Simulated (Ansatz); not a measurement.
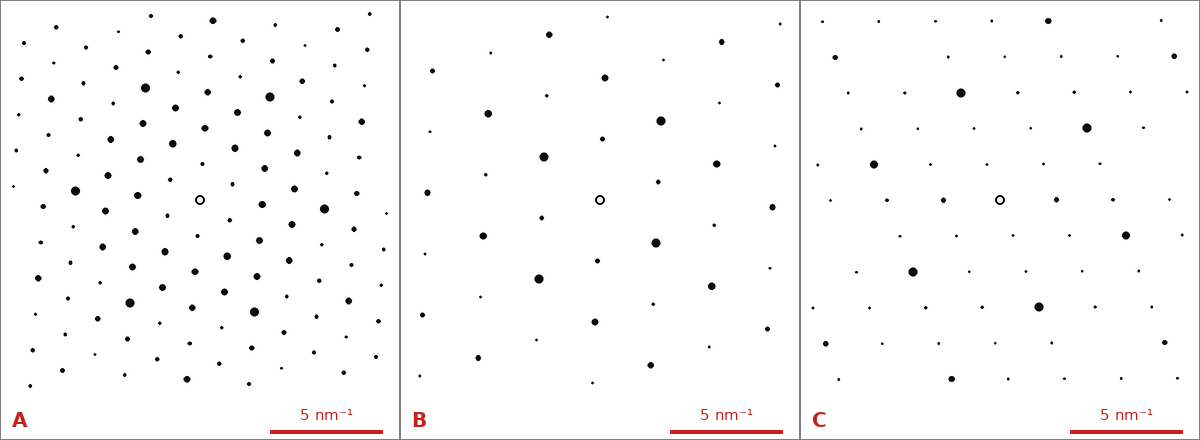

Kinematic electron diffraction patterns (200 kV, B = 0.5 Å², same scale, each along a low-index zone) of three structures of composition LiCl2, each relaxed at zero pressure with Ansatz 0.2.0, DFT PBE, scalar-relativistic, plane waves, PAW.

The structures (standard cells):
1. P6_422 (No. 181), a = 7.133 Å, c = 4.561 Å (hexagonal axes), 9 atoms; generated start, possibly hypothetical
2. P3_121 (No. 152), a = 6.751 Å, c = 5.320 Å (hexagonal axes), 9 atoms; generated start, possibly hypothetical
3. Fm-3m (No. 225), a = 6.302 Å, 12 atoms; generated start, possibly hypothetical

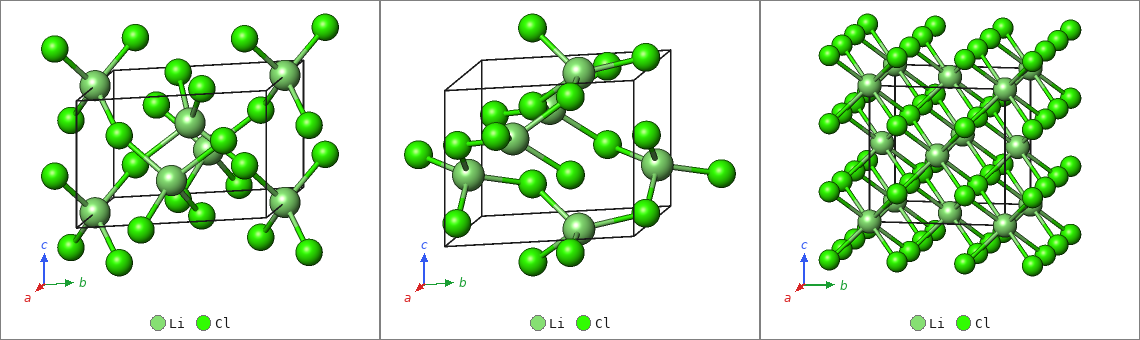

Drawings of the structures 1 to 3, from left to right (each may span several cells).

### Which pattern belongs to which structure, and along which zone?

A is structure 1 along [001]: hexagonal net of 1 0 0 at d = 6.18 Å and 0 1 0 at d = 6.18 Å, 60.0° apart. B is structure 3 along [110] or an equivalent direction: centred rectangular net of -1 1 -1 at d = 3.64 Å and -1 1 1 at d = 3.64 Å, 70.5° apart. C is structure 2 along [101] or an equivalent direction: centred rectangular net of 0 1 0 (weak) at d = 5.85 Å and 1 0 -1 (weak) at d = 3.93 Å, 70.3° apart (some points of this net are extinct or too weak to see).

### Which structure lies lowest at this level of theory, and by how much?

Structure 2 (P3_121, 23.33 Å³ an atom) is the lowest of these; structure 1 (P6_422, 22.33 Å³ an atom) lies about 170 meV an atom higher; structure 3 (Fm-3m, 20.86 Å³ an atom) lies about 230 meV an atom higher. These are static energies at 0 K; other structures, not shown, may lie lower still.
